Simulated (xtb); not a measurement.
# Geometry relaxation, with input and output: C₂H₄SSi (part 3 of 3)

C₂H₄SSi, SMILES S=C1C[SiH2]1; GFN2-xTB (xtb 6.7.1). 

Geometry of the input (Å):
```
S  -1.7502  1.2364  1.3954
C  -0.7703  0.5129  0.3525
C  0.6286  0.5279  0.1403
Si -0.0724  -0.9950  -0.6026
H  0.9857  1.3654  -0.5130
H  1.2936  0.5134  1.0189
H  -0.2602  -0.9011  -2.0045
H  -0.0523  -2.2659  0.0413
```

**Output, continued**
```
          ...................................................
          :                      SETUP                      :
          :.................................................:
          :  # basis functions                  32          :
          :  # atomic orbitals                  30          :
          :  # shells                           14          :
          :  # electrons                        22          :
          :  max. iterations                   250          :
          :  Hamiltonian                  GFN2-xTB          :
          :  restarted?                      false          :
          :  GBSA solvation                  false          :
          :  PC potential                    false          :
          :  electronic temp.          300.0000000     K    :
          :  accuracy                    1.0000000          :
          :  -> integral cutoff          0.2500000E+02      :
          :  -> integral neglect         0.1000000E-07      :
          :  -> SCF convergence          0.1000000E-05 Eh   :
          :  -> wf. convergence          0.1000000E-03 e    :
          :  Broyden damping             0.4000000          :
          :  net charge                          0          :
          :  unpaired electrons                  0          :
          ...................................................

 iter      E             dE          RMSdq      gap      omega  full diag
   1    -11.3262158 -0.113262E+02  0.724E-05    1.05       0.0  T
   2    -11.3262158  0.612843E-12  0.439E-05    1.05     805.6  T
   3    -11.3262158  0.112088E-11  0.441E-05    1.05     801.0  T

   *** convergence criteria satisfied after 3 iterations ***

         #    Occupation            Energy/Eh            Energy/eV
      -------------------------------------------------------------
         1        2.0000           -0.7516858             -20.4544
       ...           ...                  ...                  ...
         5        2.0000           -0.4995932             -13.5946
         6        2.0000           -0.4830077             -13.1433
         7        2.0000           -0.4543520             -12.3635
         8        2.0000           -0.4476599             -12.1814
         9        2.0000           -0.4195347             -11.4161
        10        2.0000           -0.3851107             -10.4794
        11        2.0000           -0.3378079              -9.1922 (HOMO)
        12                         -0.2992197              -8.1422 (LUMO)
        13                         -0.2311448              -6.2898
        14                         -0.1926951              -5.2435
        15                         -0.1465574              -3.9880
        16                         -0.1426207              -3.8809
       ...                                ...                  ...
        30                          0.7743071              21.0700
      -------------------------------------------------------------
                  HL-Gap            0.0385883 Eh            1.0500 eV
             Fermi-level           -0.3185138 Eh           -8.6672 eV

 SCC (total)                   0 d,  0 h,  0 min,  0.003 sec
 SCC setup                      ...        0 min,  0.000 sec (  1.617%)
 Dispersion                     ...        0 min,  0.000 sec (  0.649%)
 classical contributions        ...        0 min,  0.000 sec (  0.240%)
 integral evaluation            ...        0 min,  0.001 sec ( 27.724%)
 iterations                     ...        0 min,  0.001 sec ( 19.228%)
 molecular gradient             ...        0 min,  0.001 sec ( 48.090%)
 printout                       ...        0 min,  0.000 sec (  2.250%)

         :::::::::::::::::::::::::::::::::::::::::::::::::::::
         ::                     SUMMARY                     ::
         :::::::::::::::::::::::::::::::::::::::::::::::::::::
         :: total energy             -11.196925935251 Eh    ::
         :: gradient norm              0.000534161569 Eh/a0 ::
         :: HOMO-LUMO gap              1.050040496111 eV    ::
         ::.................................................::
         :: SCC energy               -11.326212780188 Eh    ::
         :: -> isotropic ES            0.018213139856 Eh    ::
         :: -> anisotropic ES          0.000156124179 Eh    ::
         :: -> anisotropic XC          0.008068687350 Eh    ::
         :: -> dispersion             -0.004969804578 Eh    ::
         :: repulsion energy           0.129286844938 Eh    ::
         :: add. restraining           0.000000000000 Eh    ::
         :: total charge               0.000000000000 e     ::
         :::::::::::::::::::::::::::::::::::::::::::::::::::::

           -------------------------------------------------
          |                Property Printout                |
           -------------------------------------------------

    * Orbital Energies and Occupations

         #    Occupation            Energy/Eh            Energy/eV
      -------------------------------------------------------------
         1        2.0000           -0.7516858             -20.4544
         2        2.0000           -0.6987352             -19.0136
         3        2.0000           -0.5870719             -15.9750
         4        2.0000           -0.5425296             -14.7630
         5        2.0000           -0.4995932             -13.5946
         6        2.0000           -0.4830077             -13.1433
         7        2.0000           -0.4543520             -12.3635
         8        2.0000           -0.4476599             -12.1814
         9        2.0000           -0.4195347             -11.4161
        10        2.0000           -0.3851107             -10.4794
        11        2.0000           -0.3378079              -9.1922 (HOMO)
        12                         -0.2992197              -8.1422 (LUMO)
        13                         -0.2311448              -6.2898
        14                         -0.1926951              -5.2435
        15                         -0.1465574              -3.9880
        16                         -0.1426207              -3.8809
        17                         -0.1189478              -3.2367
        18                         -0.1097921              -2.9876
        19                         -0.0096429              -0.2624
        20                          0.0143746               0.3912
        21                          0.0160661               0.4372
        22                          0.0782408               2.1290
       ...                                ...                  ...
        30                          0.7743071              21.0700
      -------------------------------------------------------------
                  HL-Gap            0.0385883 Eh            1.0500 eV
             Fermi-level           -0.3185138 Eh           -8.6672 eV

     #   Z          covCN         q      C6AA      α(0)
     1  16 S        0.991    -0.240   149.337    20.669
     2   6 C        2.832    -0.002    28.060     8.680
     3   6 C        3.710    -0.165    23.863     6.981
     4  14 Si       3.601     0.410   100.334    19.238
     5   1 H        0.925     0.057     2.236     2.339
     6   1 H        0.925     0.051     2.310     2.377
     7   1 H        0.922    -0.056     4.241     3.221
     8   1 H        0.922    -0.055     4.223     3.214

 Mol. C6AA /au·bohr⁶  :       1548.867925
 Mol. C8AA /au·bohr⁸  :      61760.082403
 Mol. α(0) /au        :         66.718556

Wiberg/Mayer (AO) data.
largest (>0.10) Wiberg bond orders for each atom

 ---------------------------------------------------------------------------
     #   Z sym  total        # sym  WBO       # sym  WBO       # sym  WBO
 ---------------------------------------------------------------------------
     1  16 S    2.118 --     2 C    1.865     4 Si   0.129
     2   6 C    3.864 --     1 S    1.865     3 C    1.062     4 Si   0.849
     3   6 C    3.950 --     2 C    1.062     6 H    0.953     5 H    0.944
                             4 Si   0.862
     4  14 Si   3.605 --     8 H    0.873     7 H    0.872     3 C    0.862
                             2 C    0.849     1 S    0.129
     5   1 H    0.997 --     3 C    0.944
     6   1 H    0.997 --     3 C    0.953
     7   1 H    0.997 --     4 Si   0.872
     8   1 H    0.997 --     4 Si   0.873
 ---------------------------------------------------------------------------

Topologies differ in total number of bonds
Writing topology from bond orders to xtbtopo.mol

molecular dipole:
                 x           y           z       tot (Debye)
 q only:        0.768      -0.944      -0.891
   full:        0.930      -0.907      -0.889       4.000
molecular quadrupole (traceless):
                xx          xy          yy          xz          yz          zz
 q only:       -1.364       3.313       1.305       3.334      -1.488       0.059
  q+dip:       -3.255       4.204       2.382       4.451      -2.089       0.874
   full:       -3.419       3.801       2.462       4.365      -2.214       0.957

           -------------------------------------------------
          |                Geometry Summary                 |
           -------------------------------------------------

      molecular mass/u    :       88.2035209
   center of mass at/Å    :       -0.6932870       0.2586589       0.3602105
  moments of inertia/u·Å² :        0.3897139E+02   0.1954641E+03   0.2248622E+03
rotational constants/cm⁻¹ :        0.4325643E+00   0.8624416E-01   0.7496871E-01

 * 7 selected distances

     #   Z          #   Z                                           value/Å
     1  16 S        2   6 C                                       1.6092702
     2   6 C        4  14 Si                                      1.8761819
     3   6 C        4  14 Si                                      1.9103345 (max)
     3   6 C        5   1 H                                       1.0845309
     3   6 C        6   1 H                                       1.0845114 (min)
     4  14 Si       7   1 H                                       1.4486517
     4  14 Si       8   1 H                                       1.4494027

 * 4 distinct bonds (by element types)

   Z      Z             #   av. dist./Å        max./Å        min./Å
   1 H    6 C           2     1.0845212     1.0845309     1.0845114
   1 H   14 Si          2     1.4490272     1.4494027     1.4486517
   6 C   14 Si          2     1.8932582     1.9103345     1.8761819
   6 C   16 S           1     1.6092702     1.6092702     1.6092702

optimized geometry written to: xtbopt.xyz

           -------------------------------------------------
          | TOTAL ENERGY              -11.196925935251 Eh   |
          | GRADIENT NORM               0.000534161569 Eh/α |
          | HOMO-LUMO GAP               1.050040496111 eV   |
           -------------------------------------------------

------------------------------------------------------------------------
------------------------------------------------------------------------
 total:
 *  cpu-time:     0 d,  0 h,  0 min,  0.074 sec
 * ratio c/w:     0.986 speedup
 SCF:
 *  cpu-time:     0 d,  0 h,  0 min,  0.008 sec
 * ratio c/w:     0.982 speedup
 ANC optimizer:
 *  cpu-time:     0 d,  0 h,  0 min,  0.052 sec
 * ratio c/w:     0.987 speedup
```

**File xtbopt.xyz**
```
8
 energy: -11.196925935251 gnorm: 0.000534161569 xtb: 6.7.1
S           -1.82385519279382        1.21141455311577        1.36504251190490
C           -0.75782666223019        0.48370684992584        0.40391041055069
C            0.70906209631474        0.55302553484116        0.16140318768177
Si          -0.14672700510638       -0.96791795187254       -0.61559949212491
H            1.01916530170870        1.33718160997661       -0.52061030219160
H            1.34131338341664        0.55435537182337        1.04255092254009
H           -0.29724400952093       -0.92534459619067       -2.05578120480186
H           -0.04150791178878       -2.25256137161955        0.04726396644091
```

**Standard error**
```
normal termination of xtb
```

**Trajectory as extended XYZ (Å, eV, eV/Å), 11 frames, from step=0 to step=10**
```
8
Properties=species:S:1:pos:R:3 step=0 energy=-304.43723
S    -1.7502    1.2364    1.3954
C    -0.7703    0.5129    0.3525
C     0.6286    0.5279    0.1403
Si   -0.0724   -0.9950   -0.6026
H     0.9857    1.3654   -0.5130
H     1.2936    0.5134    1.0189
H    -0.2602   -0.9011   -2.0045
H    -0.0523   -2.2659    0.0413
8
Properties=species:S:1:pos:R:3 step=1 energy=-304.60929
S    -1.7731    1.2346    1.4017
C    -0.7801    0.5046    0.3721
C     0.6539    0.5395    0.1455
Si   -0.1057   -0.9882   -0.6083
H     1.0109    1.3398   -0.5176
H     1.3013    0.5408    1.0274
H    -0.2648   -0.9055   -2.0405
H    -0.0401   -2.2718    0.0479
8
Properties=species:S:1:pos:R:3 step=2 energy=-304.67377
S    -1.7956    1.2284    1.3988
C    -0.7780    0.4917    0.3914
C     0.6873    0.5508    0.1518
Si   -0.1366   -0.9795   -0.6146
H     1.0228    1.3248   -0.5252
H     1.3116    0.5629    1.0410
H    -0.2715   -0.9165   -2.0610
H    -0.0377   -2.2688    0.0460
8
Properties=species:S:1:pos:R:3 step=3 energy=-304.68018
S    -1.8062    1.2192    1.3887
C    -0.7709    0.4853    0.3951
C     0.7011    0.5550    0.1569
Si   -0.1380   -0.9755   -0.6158
H     1.0249    1.3277   -0.5285
H     1.3203    0.5680    1.0477
H    -0.2840   -0.9215   -2.0593
H    -0.0449   -2.2643    0.0432
8
Properties=species:S:1:pos:R:3 step=4 energy=-304.68238
S    -1.8131    1.2140    1.3801
C    -0.7655    0.4828    0.3974
C     0.7072    0.5562    0.1607
Si   -0.1416   -0.9721   -0.6153
H     1.0225    1.3310   -0.5289
H     1.3292    0.5663    1.0484
H    -0.2889   -0.9238   -2.0565
H    -0.0475   -2.2604    0.0422
8
Properties=species:S:1:pos:R:3 step=5 energy=-304.68333
S    -1.8170    1.2110    1.3737
C    -0.7614    0.4827    0.3988
C     0.7088    0.5557    0.1627
Si   -0.1447   -0.9697   -0.6147
H     1.0194    1.3333   -0.5270
H     1.3360    0.5630    1.0466
H    -0.2908   -0.9249   -2.0548
H    -0.0479   -2.2572    0.0429
8
Properties=species:S:1:pos:R:3 step=6 energy=-304.68368
S    -1.8189    1.2096    1.3706
C    -0.7593    0.4834    0.4001
C     0.7083    0.5548    0.1630
Si   -0.1467   -0.9683   -0.6146
H     1.0180    1.3341   -0.5250
H     1.3393    0.5606    1.0446
H    -0.2911   -0.9252   -2.0549
H    -0.0472   -2.2551    0.0445
8
Properties=species:S:1:pos:R:3 step=7 energy=-304.68378
S    -1.8203    1.2087    1.3693
C    -0.7582    0.4841    0.4015
C     0.7076    0.5539    0.1623
Si   -0.1474   -0.9677   -0.6150
H     1.0183    1.3342   -0.5235
H     1.3404    0.5592    1.0431
H    -0.2916   -0.9251   -2.0560
H    -0.0463   -2.2535    0.0464
8
Properties=species:S:1:pos:R:3 step=8 energy=-304.68382
S    -1.8212    1.2088    1.3689
C    -0.7582    0.4841    0.4022
C     0.7080    0.5537    0.1619
Si   -0.1472   -0.9678   -0.6153
H     1.0191    1.3345   -0.5233
H     1.3402    0.5587    1.0432
H    -0.2926   -0.9251   -2.0562
H    -0.0457   -2.2532    0.0469
8
Properties=species:S:1:pos:R:3 step=9 energy=-304.68385
S    -1.8227    1.2096    1.3672
C    -0.7580    0.4840    0.4031
C     0.7087    0.5534    0.1616
Si   -0.1470   -0.9678   -0.6155
H     1.0193    1.3357   -0.5223
H     1.3408    0.5568    1.0429
H    -0.2947   -0.9252   -2.0561
H    -0.0440   -2.2527    0.0472
8
Properties=species:S:1:pos:R:3 step=10 energy=-304.68388
S    -1.8239    1.2114    1.3650
C    -0.7578    0.4837    0.4039
C     0.7091    0.5530    0.1614
Si   -0.1467   -0.9679   -0.6156
H     1.0192    1.3372   -0.5206
H     1.3413    0.5544    1.0426
H    -0.2972   -0.9253   -2.0558
H    -0.0415   -2.2526    0.0473
```

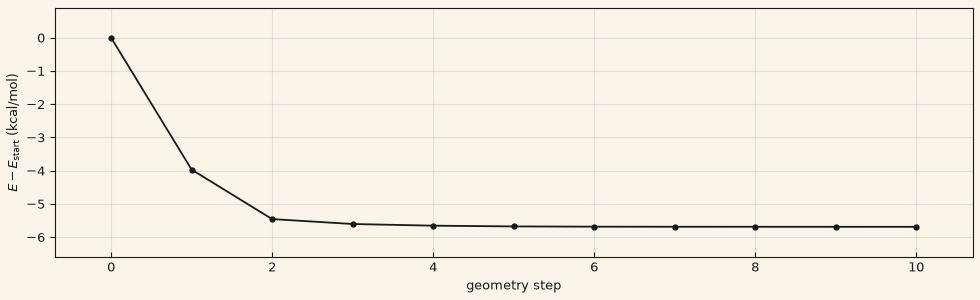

*Progress of the relaxation, step by step (steps are counted from 0).*

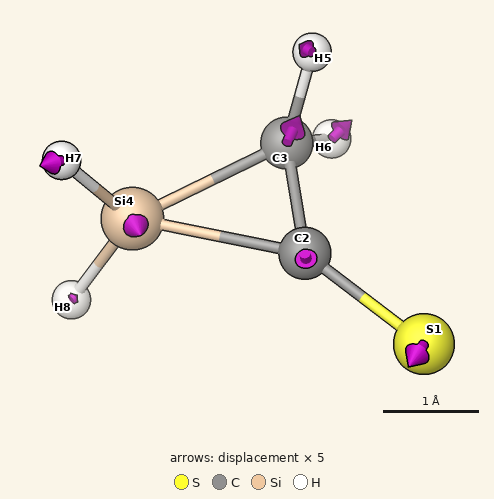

*The starting structure with the displacements as pink arrows, magnified 5 times (ball-and-stick view, seen at a tilt). The two geometries are laid on each other by the best rigid fit.*

The atom that moves furthest after the best rigid fit is C3 (0.087 Å). Largest moves by element: C 0.087 Å, S 0.083 Å, Si 0.080 Å, H 0.068 Å. Among the contacts that change: C3–Si4 1.834 → 1.910 Å, C2–C3 1.415 → 1.488 Å, C2–Si4 1.917 → 1.876 Å, C3–H5 1.121 → 1.085 Å. Among the angles that change: C2–Si4–H7 113.1° → 118.9°, C2–C3–Si4 71.0° → 65.7°, C3–Si4–H8 123.5° → 119.2°. Over 10 geometry steps the energy falls by 5.69 kcal/mol. (Atoms are counted from 1 in the order of the input.)

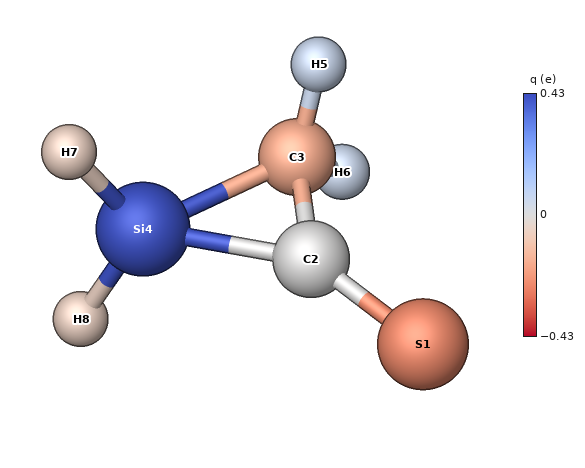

*Mulliken charges, as the colour of each atom (ball-and-stick view, seen at a tilt; atoms are numbered from 1 in the order of the input).*

By element: S −0.24, C −0.17 to 0.00, Si +0.41 and H −0.06 to +0.06 e.

**Key numbers**

| quantity | value |
| --- | --- |
| outcome | converged |
| electrons treated | 22 |
| total energy | −11.196926 hartree |
| dispersion energy | −0.004970 hartree |
| basis functions | 32 |
| HOMO | −9.19 eV |
| LUMO | −8.14 eV |
| dipole moment | 4.00 D |
| peak memory | 0.071 GiB |

**Remarks**

Settings chosen away from the usual ones: method = gfn2-xtb; task = optimise; x = {"model_hessian": "lindh"}; opt_level = tight; partner = base.
